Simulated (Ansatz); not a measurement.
**CH11NOSi2: molecular dynamics**

Purpose: to let a guess near a reaction's saddle point go and see which way it falls. Runs: 150 steps of 0.5 fs at constant energy, with velocities drawn for 600 K; 150 steps of 0.5 fs at constant energy, with velocities drawn for 300 K. Reaction type: exchange4.

All numbers below are computed with Ansatz 0.2.0 (UKS BHLYP/STO-3G).

### Step 1. Starting point

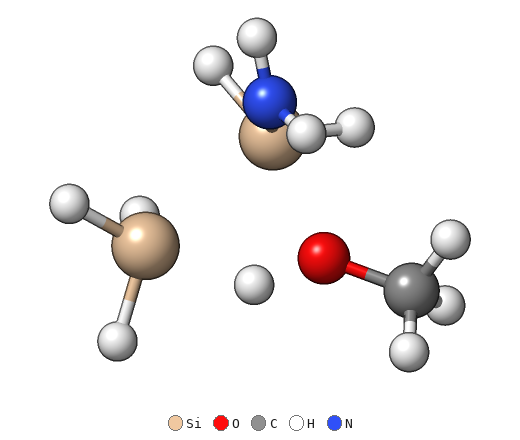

Start, viewed from a chosen angle; silicon light orange, oxygen red, carbon grey, hydrogen white, nitrogen blue.

As a file:

```xyz
16

Si   -0.3195    1.0742   -0.0865
O     0.0181   -0.9164   -0.5358
C    -0.3932   -1.7505   -1.5846
H    -1.6321    0.9295   -0.7317
H    -0.4513    2.3614    0.6303
N     1.0965    1.4460   -0.9765
H    -0.0134   -0.9622    0.7424
Si    0.0614    0.0898    2.2878
H    -0.2596   -1.2215   -2.5311
H    -1.4484   -2.0237   -1.4780
H     0.2161   -2.6581   -1.5944
H     1.4797    0.7939   -1.6365
H     1.3377    2.3942   -1.2001
H     0.2852   -1.1463    3.0655
H     1.1688    0.9435    2.7190
H    -1.1458    0.6463    2.9101
```

### Step 2. Run 1

150 steps of 0.5 fs at constant energy, with velocities drawn for 600 K.

input.yaml reads:

```yaml
crystal:
  periodic: [false, false, false]
  atoms:
    - { symbol: Si, position_ang: [-0.3195, 1.0742, -0.0865] }
    - { symbol: O, position_ang: [0.0181, -0.9164, -0.5358] }
    - { symbol: C, position_ang: [-0.3932, -1.7505, -1.5846] }
    - { symbol: H, position_ang: [-1.6321, 0.9295, -0.7317] }
    - { symbol: H, position_ang: [-0.4513, 2.3614, 0.6303] }
    - { symbol: "N", position_ang: [1.0965, 1.446, -0.9765] }
    - { symbol: H, position_ang: [-0.0134, -0.9622, 0.7424] }
    - { symbol: Si, position_ang: [0.0614, 0.0898, 2.2878] }
    - { symbol: H, position_ang: [-0.2596, -1.2215, -2.5311] }
    - { symbol: H, position_ang: [-1.4484, -2.0237, -1.478] }
    - { symbol: H, position_ang: [0.2161, -2.6581, -1.5944] }
    - { symbol: H, position_ang: [1.4797, 0.7939, -1.6365] }
    - { symbol: H, position_ang: [1.3377, 2.3942, -1.2001] }
    - { symbol: H, position_ang: [0.2852, -1.1463, 3.0655] }
    - { symbol: H, position_ang: [1.1688, 0.9435, 2.719] }
    - { symbol: H, position_ang: [-1.1458, 0.6463, 2.9101] }
magnetization:
  spin_polarized: true
basis:
  gaussian: { orbitals: STO-3G }
hamiltonian:
  xc: { name: BHLYP }
md:
  timestep: 0.5
  n_steps: 150
  ensemble: nve
  temperature: 600.0
  initial_velocities: maxwell_boltzmann
  seed: 30015
```

Command:

```sh
> ansatz run input.yaml --threads 1 --pin off --max-ram 2048MiB --backend cpu --events-out ev --progress --plain --runs-dir out
```

The log of the run, cut to the lines that bear on the results:

```text
Warning: RAYON_NUM_THREADS=1 ignored (pool sized by the plan → 1); use --threads N
[...]
Functional definition: BHLYP
[...]
621 factors; integrals over basis functions are off by at most 8.9e-6 eV
[...]
mean field -20258.80664520 eV, -744.4974122988 hartree, gradient 4.3e-5 eV, S^2 0.000000; 0 other end points of the search recorded, 0 dependent functions left out
[...]
reference -20258.80680683 eV, -744.4974182384 hartree; 30, 30 occupied and 14, 14 virtual orbitals, 621 factors
md step     0: t =     0.00 fs  T =   600.0 K  F+E_penalty+E_count = -20258.80664520 eV  E_kin = 1.085784 eV  conserved = -20257.72086121 eV  (26 SCF iters)
[...]
md step    17: t =     8.50 fs  T =   897.4 K  F+E_penalty+E_count = -20259.34735251 eV  E_kin = 1.624046 eV  conserved = -20257.72330672 eV  (27 SCF iters)
[...]
md step    34: t =    17.00 fs  T =  1365.1 K  F+E_penalty+E_count = -20260.20022711 eV  E_kin = 2.470406 eV  conserved = -20257.72982084 eV  (27 SCF iters)
[...]
md step    51: t =    25.50 fs  T =  1494.0 K  F+E_penalty+E_count = -20260.43678017 eV  E_kin = 2.703608 eV  conserved = -20257.73317193 eV  (26 SCF iters)
[...]
md step    67: t =    33.50 fs  T =  1148.8 K  F+E_penalty+E_count = -20259.80684211 eV  E_kin = 2.078870 eV  conserved = -20257.72797197 eV  (27 SCF iters)
md step    68: t =    34.00 fs  T =  1124.7 K  F+E_penalty+E_count = -20259.76220384 eV  E_kin = 2.035240 eV  conserved = -20257.72696392 eV  (27 SCF iters)
```

### Step 3. More of the same log: dynamics from the start

Output, continued, cut to the lines that bear on the results:

```text
md step    69: t =    34.50 fs  T =  1067.3 K  F+E_penalty+E_count = -20259.65393933 eV  E_kin = 1.931460 eV  conserved = -20257.72247934 eV  (27 SCF iters)
[...]
md step    89: t =    44.50 fs  T =  1350.6 K  F+E_penalty+E_count = -20260.16118166 eV  E_kin = 2.444144 eV  conserved = -20257.71703737 eV  (29 SCF iters)
[...]
md step   109: t =    54.50 fs  T =  1397.3 K  F+E_penalty+E_count = -20260.24851968 eV  E_kin = 2.528580 eV  conserved = -20257.71993995 eV  (29 SCF iters)
[...]
md step   129: t =    64.50 fs  T =  1313.2 K  F+E_penalty+E_count = -20260.10298816 eV  E_kin = 2.376506 eV  conserved = -20257.72648217 eV  (27 SCF iters)
[...]
md step   149: t =    74.50 fs  T =  1443.5 K  F+E_penalty+E_count = -20260.34776817 eV  E_kin = 2.612219 eV  conserved = -20257.73554879 eV  (28 SCF iters)
[...]
Atom 6 at     0.171836    -2.926789    -0.555808 Å, force     2.149158    -7.272827     1.275949 eV/Å
Atom 7 at     0.083181     0.311976     2.155042 Å, force     0.241906     1.217084    -0.909038 eV/Å
Atom 8 at     0.311920    -1.127367    -2.546943 Å, force     0.614488    -0.464779     0.325496 eV/Å
Atom 9 at    -1.260934    -1.680834    -2.046201 Å, force    -0.094465    -0.266818    -1.342027 eV/Å
Atom 10 at    -0.076034    -2.907902    -2.623221 Å, force     0.327975     0.043996     0.395076 eV/Å
Atom 11 at     0.739224     0.184885    -1.239981 Å, force     0.264239     2.021241     0.642022 eV/Å
Atom 12 at     1.275868     1.858792    -1.456920 Å, force    -0.072946    -0.844127    -0.331391 eV/Å
Atom 13 at     1.467888    -0.026091     1.778157 Å, force    -0.764581     0.115590     1.106455 eV/Å
Atom 14 at    -0.141420     0.809611     3.533073 Å, force     0.695591     0.013706    -1.173873 eV/Å
Atom 15 at    -0.633865    -0.928843     2.216594 Å, force    -0.166530     0.097778    -0.523046 eV/Å
Dipole moment:    -0.006741    -0.244414    -0.392331 e Å
```

It took 7.7 min on 1 thread of Intel Xeon 6975P-C (Granite Rapids), shared host; peak memory 0.18 GiB.

### Step 4. What the atoms did

One step in 11; energies are changes from step 0:

| time (fs) | T (K) | potential energy change (meV/atom) | total energy change (meV/atom) | Si1–Si8 (Å) | H7–O2 (Å) | Si1–O2 (Å) |
| --- | --- | --- | --- | --- | --- | --- |
| 0.0 | 600 | 0.0 | 0.00 | 2.60 | 1.28 | 2.07 |
| 5.5 | 641 | -4.2 | 0.49 | 2.59 | 0.90 | 2.04 |
| 11.0 | 772 | -19.3 | 0.22 | 2.53 | 1.19 | 1.97 |
| 16.5 | 1374 | -88.5 | -1.01 | 2.42 | 1.01 | 2.00 |
| 22.0 | 1486 | -101.1 | -0.98 | 2.30 | 1.00 | 2.11 |
| 27.5 | 1251 | -73.4 | 0.25 | 2.20 | 1.17 | 2.26 |
| 33.0 | 1141 | -61.2 | -0.04 | 2.13 | 0.92 | 2.39 |
| 38.5 | 1557 | -108.7 | -0.39 | 2.11 | 1.05 | 2.57 |
| 44.0 | 1441 | -94.9 | 0.17 | 2.15 | 1.13 | 2.81 |
| 49.5 | 1513 | -102.9 | 0.40 | 2.23 | 0.91 | 3.04 |
| 55.0 | 1455 | -96.8 | -0.08 | 2.35 | 1.13 | 3.25 |
| 60.5 | 1410 | -91.9 | -0.31 | 2.43 | 1.08 | 3.48 |
| 66.0 | 1230 | -71.4 | -0.14 | 2.47 | 0.90 | 3.69 |
| 71.5 | 1255 | -73.9 | 0.18 | 2.45 | 1.21 | 3.83 |
| 75.0 | 1293 | -78.6 | -0.28 | 2.40 | 0.91 | 3.94 |

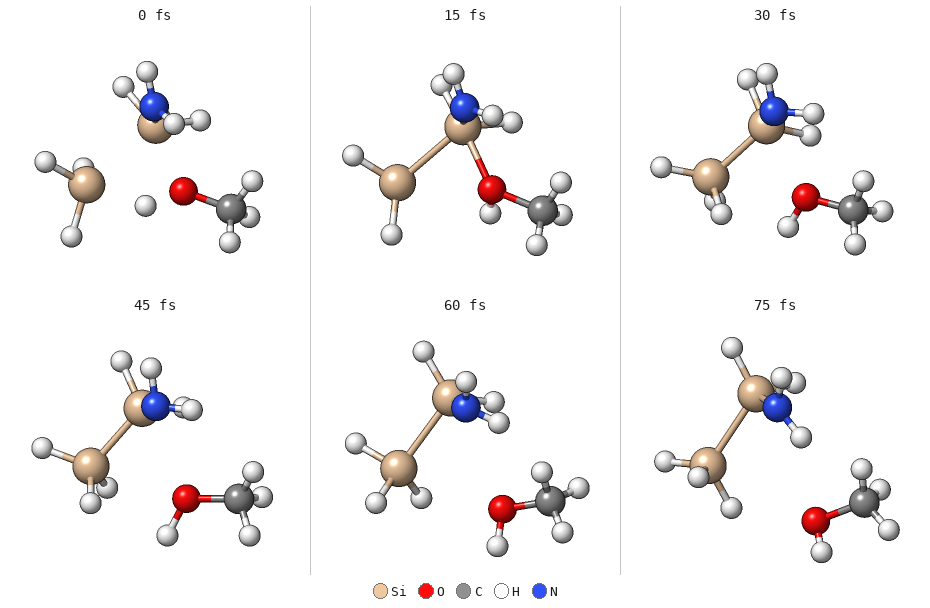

Six frames of the run, seen from a chosen angle. Sticks join atoms within a bonding distance in each frame.

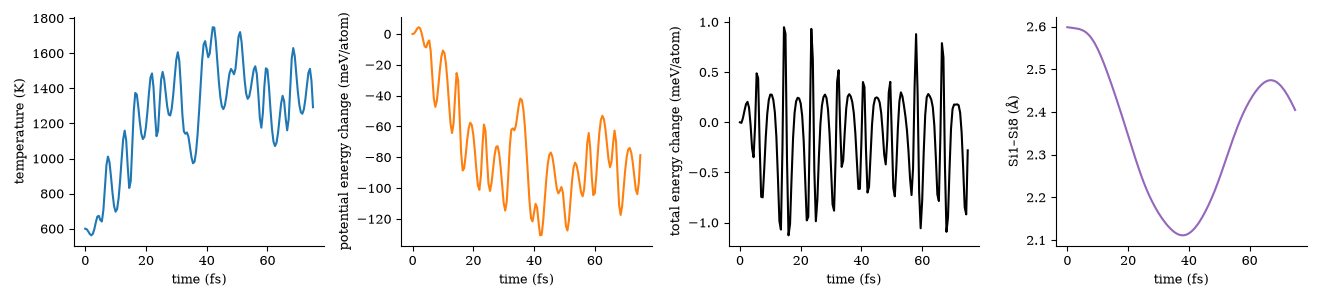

Traces against time; each panel has its own scale.

Bonds that form or break, judged by distance (formed within 1.15 times the sum of covalent radii and held on average over 12 fs, broken when stretched by half; pairs already stretched at the start don't count as bonds):

| time (fs) | bond | event |
| --- | --- | --- |
| 3.5 | O2–H7 | forms |
| 11.5 | Si1–O2 | forms |
| 14.0 | Si1–Si8 | forms |
| 40.5 | Si1–O2 | breaks |

### Step 5. Snapshots as a file

Positions (Å) and forces (eV/Å):

```xyz
16
time_fs=12.5 T=1108 dE=-0.9281
Si   -0.312    1.052   -0.027    0.500    1.995    1.975
O    -0.009   -0.839   -0.499   -2.661   -6.366    0.752
C    -0.391   -1.795   -1.597    0.796    2.161   -1.940
H    -1.569    0.858   -0.773    0.591    0.067    0.556
H    -0.519    2.404    0.541    0.003   -0.663   -0.482
N     1.131    1.424   -0.994    0.529    0.196   -1.289
H    -0.577   -1.473    0.141    2.126    2.903    0.242
Si    0.071    0.119    2.266   -0.777    1.604   -1.647
H    -0.138   -1.232   -2.531   -0.440   -0.936    0.319
H    -1.491   -2.048   -1.575    1.272    0.191   -0.006
H     0.270   -2.676   -1.509   -0.494   -0.002   -0.092
H     1.384    0.898   -1.882   -0.632    0.589    1.440
H     1.440    2.430   -1.147   -0.894   -1.526    0.471
H     0.473   -1.219    2.760   -0.180    0.986   -0.657
H     0.966    1.156    2.794   -0.464   -0.932    0.122
H    -1.256    0.381    2.818    0.726   -0.266    0.237
16
time_fs=25.0 T=1450 dE=-1.5535
Si   -0.251    1.098    0.110   -2.468    1.283   -1.328
O    -0.080   -1.009   -0.483    2.655    3.156   -3.402
C    -0.331   -1.771   -1.674   -2.279   -3.432    1.447
H    -1.492    0.645   -0.531    0.336    0.749    0.543
H    -0.644    2.487    0.381    0.497   -0.500    0.108
N     1.110    1.347   -0.971    0.145   -0.557    1.823
H    -0.253   -1.345    0.393   -1.017   -3.248    1.299
Si    0.033    0.224    2.151    1.416   -1.330    2.093
H    -0.060   -1.352   -2.652    0.530    1.001    0.711
H    -1.426   -2.011   -1.732    0.547    0.453   -0.209
H     0.120   -2.794   -1.620    0.262    0.754   -0.028
H     1.044    1.007   -1.913   -0.321   -0.909   -1.254
H     1.241    2.338   -1.053    0.528    1.578   -0.255
H     0.727   -1.079    1.951   -0.572    1.009    0.451
H     0.856    0.945    3.124   -0.102   -0.094   -1.016
H    -1.070   -0.090    3.045   -0.157    0.086   -0.984
16
time_fs=37.5 T=1268 dE=-1.2078
Si   -0.269    1.225    0.220   -1.927    3.098   -1.324
O    -0.053   -1.200   -0.469   -1.261   -6.635    2.258
C    -0.343   -1.845   -1.758    1.679    2.266    0.356
H    -1.632    0.861   -0.233    1.252    0.297   -0.224
H    -0.369    2.641    0.517   -0.340   -0.179   -0.136
N     1.101    1.263   -0.930   -0.752    0.220   -1.376
H    -0.128   -2.198    0.057    0.414    5.031   -0.566
Si    0.031    0.290    2.090    2.699   -2.861    1.116
H     0.163   -1.136   -2.374    0.329    0.321   -2.080
H    -1.381   -1.870   -2.044   -0.990   -0.514    0.062
H     0.190   -2.784   -1.810   -0.246   -0.785   -0.465
H     0.641    0.872   -1.809    1.097    0.523    0.384
H     1.274    2.296   -1.177   -0.409   -1.499    0.235
H     0.914   -0.777    1.607   -0.452    0.327    0.950
H     0.926    0.973    3.019   -1.207   -0.122    0.058
H    -1.153   -0.426    2.477    0.113    0.511    0.751
16
time_fs=50.0 T=1605 dE=-1.8197
Si   -0.328    1.480    0.264    0.013   -1.483   -2.663
O    -0.062   -1.484   -0.435   -0.359    5.056   -5.447
C    -0.267   -1.862   -1.900   -1.270    0.732    1.621
H    -1.585    1.163   -0.483    1.001    0.150    1.112
H    -0.438    2.876    0.597    0.345   -0.054   -0.112
N     1.042    1.153   -0.923   -0.703    0.339    0.544
H     0.068   -2.297   -0.012    0.872   -5.422    2.337
Si    0.103    0.251    2.090   -0.998    0.388    1.885
H     0.170   -1.214   -2.705    0.077   -0.079    1.524
H    -1.356   -1.818   -2.013   -0.220    0.263   -0.466
H    -0.035   -2.882   -2.181    0.793   -0.701    0.427
H     0.810    0.657   -1.827   -0.491    0.381    1.164
H     1.338    2.081   -1.246    0.555    0.679   -0.440
H     1.134   -0.801    2.146   -0.679    0.948   -0.196
H     0.175    1.184    3.221    1.005   -0.406   -0.746
H    -1.157   -0.263    2.547    0.059   -0.791   -0.542
16
time_fs=62.5 T=1071 dE=-0.8488
Si   -0.326    1.691    0.226   -0.036   -2.788    1.668
O    -0.048   -1.774   -0.542    0.856   -3.423    6.107
C    -0.290   -1.884   -1.912    2.034   -2.018   -3.727
H    -1.688    1.334   -0.332    1.548    0.747    0.538
H    -0.182    3.072    0.539   -0.193    0.330    0.081
N     0.936    1.162   -0.842    0.352    0.376   -0.547
H     0.278   -2.794   -0.046   -1.971    4.678   -3.318
Si    0.114    0.232    2.148    0.167    1.942   -0.549
H     0.432   -1.142   -2.353   -1.089   -0.338   -0.425
H    -1.324   -1.728   -2.367    1.030   -0.119    1.355
H     0.116   -2.876   -2.282   -0.941    1.010   -0.087
H     0.520    0.474   -1.449    0.011   -1.078   -0.790
H     1.557    1.720   -1.448   -0.453    0.643    0.445
H     1.358   -0.505    2.436   -0.751    0.463   -1.045
H     0.205    1.241    3.208   -0.703   -0.858   -0.083
H    -0.958   -0.730    2.286    0.139    0.433    0.376
16
time_fs=75.0 T=1293 dE=-1.2578
Si   -0.269    1.797    0.297   -2.846   -1.828    1.647
O    -0.065   -2.048   -0.518   -0.685    6.253   -3.772
C    -0.199   -1.972   -2.061   -2.375    1.602    2.933
H    -1.710    1.866   -0.175    1.603   -0.447    0.451
H    -0.015    3.177    0.481    0.664    0.417    0.290
N     0.836    1.161   -0.837    0.445   -0.658   -1.015
H     0.172   -2.927   -0.556    2.149   -7.273    1.276
Si    0.083    0.312    2.155    0.242    1.217   -0.909
H     0.312   -1.127   -2.547    0.615   -0.465    0.326
H    -1.261   -1.681   -2.046   -0.095   -0.267   -1.342
H    -0.076   -2.908   -2.623    0.328    0.044    0.395
H     0.739    0.185   -1.240    0.264    2.021    0.642
H     1.276    1.859   -1.457   -0.073   -0.844   -0.331
H     1.468   -0.026    1.778   -0.765    0.116    1.107
H    -0.141    0.810    3.533    0.696    0.014   -1.174
H    -0.634   -0.929    2.217   -0.167    0.098   -0.523
```

On run 1: At the last frame the bonds meant to form are there and those meant to break are gone: it fell to the products. The temperature starts at 600 K and averages 1422 K in the second half, where it ranges from 1071 to 1749 K; the start was no minimum (force components up to 5.6 eV/Å), and the potential energy that it sheds (93 meV/atom) turns into motion, which in so few atoms is no thermal temperature. The total energy strays from its start by at most 1.13 meV/atom, 0.8 % of the mean kinetic energy, which is good for a step of 0.5 fs. Bonds change: the first event comes at 3.5 fs (O2–H7 forms). By that distance rule the pieces at the end are H7NSi2 + CH4O; a long dative bond can count as broken.

### Step 6. Run 2

150 steps of 0.5 fs at constant energy, with velocities drawn for 300 K.

Edit input.yaml of step 2 so:

```diff
@@ -29,4 +29,4 @@
   ensemble: nve
-  temperature: 600.0
+  temperature: 300.0
   initial_velocities: maxwell_boltzmann
-  seed: 30015
+  seed: 340623
```

Command:

```sh
> ansatz run input.yaml --threads 1 --pin off --max-ram 2048MiB --backend cpu --events-out ev --progress --plain --runs-dir out
```

The log of the run, cut to the lines that bear on the results:

```text
Warning: RAYON_NUM_THREADS=1 ignored (pool sized by the plan → 1); use --threads N
[...]
[... 1 set-up line as earlier in the session ...]
[...]
621 factors; integrals over basis functions are off by at most 8.9e-6 eV
[...]
mean field -20258.80664520 eV, -744.4974122988 hartree, gradient 4.3e-5 eV, S^2 0.000000; 0 other end points of the search recorded, 0 dependent functions left out
[...]
reference -20258.80680683 eV, -744.4974182384 hartree; 30, 30 occupied and 14, 14 virtual orbitals, 621 factors
md step     0: t =     0.00 fs  T =   300.0 K  F+E_penalty+E_count = -20258.80664520 eV  E_kin = 0.542892 eV  conserved = -20258.26375321 eV  (26 SCF iters)
[...]
md step    18: t =     9.00 fs  T =   619.2 K  F+E_penalty+E_count = -20259.38118532 eV  E_kin = 1.120511 eV  conserved = -20258.26067405 eV  (28 SCF iters)
[...]
md step    36: t =    18.00 fs  T =  1044.4 K  F+E_penalty+E_count = -20260.15032101 eV  E_kin = 1.890000 eV  conserved = -20258.26032147 eV  (28 SCF iters)
[...]
md step    54: t =    27.00 fs  T =   987.4 K  F+E_penalty+E_count = -20260.04718805 eV  E_kin = 1.786884 eV  conserved = -20258.26030411 eV  (28 SCF iters)
[...]
md step    72: t =    36.00 fs  T =   875.4 K  F+E_penalty+E_count = -20259.84426350 eV  E_kin = 1.584205 eV  conserved = -20258.26005848 eV  (29 SCF iters)
md step    73: t =    36.50 fs  T =   972.3 K  F+E_penalty+E_count = -20260.02120735 eV  E_kin = 1.759525 eV  conserved = -20258.26168246 eV  (29 SCF iters)
```

### Step 7. The log goes on: dynamics from the start

The log, continued, cut to the lines that bear on the results:

```text
md step    74: t =    37.00 fs  T =  1112.9 K  F+E_penalty+E_count = -20260.27846478 eV  E_kin = 2.013948 eV  conserved = -20258.26451691 eV  (28 SCF iters)
[...]
md step    93: t =    46.50 fs  T =  1379.2 K  F+E_penalty+E_count = -20260.76483556 eV  E_kin = 2.495937 eV  conserved = -20258.26889858 eV  (27 SCF iters)
[...]
md step   112: t =    56.00 fs  T =  1355.3 K  F+E_penalty+E_count = -20260.72937463 eV  E_kin = 2.452619 eV  conserved = -20258.27675585 eV  (23 SCF iters)
[...]
md step   131: t =    65.50 fs  T =  1285.1 K  F+E_penalty+E_count = -20260.59916185 eV  E_kin = 2.325583 eV  conserved = -20258.27357857 eV  (26 SCF iters)
[...]
md step   149: t =    74.50 fs  T =  1180.1 K  F+E_penalty+E_count = -20260.41586783 eV  E_kin = 2.135632 eV  conserved = -20258.28023596 eV  (28 SCF iters)
[...]
Atom 6 at    -0.706952    -2.276807    -0.593312 Å, force    -9.852530    -3.163281     3.037174 eV/Å
Atom 7 at     0.074388     0.391188     2.242528 Å, force    -0.706011     0.033453    -2.188847 eV/Å
Atom 8 at     0.950772    -1.643239    -2.485110 Å, force     0.090927     0.104584    -0.233846 eV/Å
Atom 9 at    -0.691190    -1.019639    -2.299710 Å, force    -0.355214     0.299603     0.098089 eV/Å
Atom 10 at    -0.410436    -2.746531    -2.544776 Å, force    -0.212325    -0.367253    -0.003139 eV/Å
Atom 11 at     0.786109     0.243328    -1.281401 Å, force    -0.064300     0.947878     0.736653 eV/Å
Atom 12 at     0.854156     1.881086    -1.699921 Å, force    -0.053834    -1.014071     1.145049 eV/Å
Atom 13 at    -0.961481    -0.656092     2.239164 Å, force     0.280910     1.046078     1.087822 eV/Å
Atom 14 at     1.178709    -0.416135     1.998739 Å, force     1.189893    -0.645493    -0.523578 eV/Å
Atom 15 at     0.560313     1.060700     3.434839 Å, force    -1.183425    -0.015715    -0.090272 eV/Å
Dipole moment:    -0.490708    -0.013174    -0.507765 e Å
```

It took 7.9 min on 1 thread of Intel Xeon 6975P-C (Granite Rapids), shared host; peak memory 0.19 GiB.

[end of part 1 of 2]
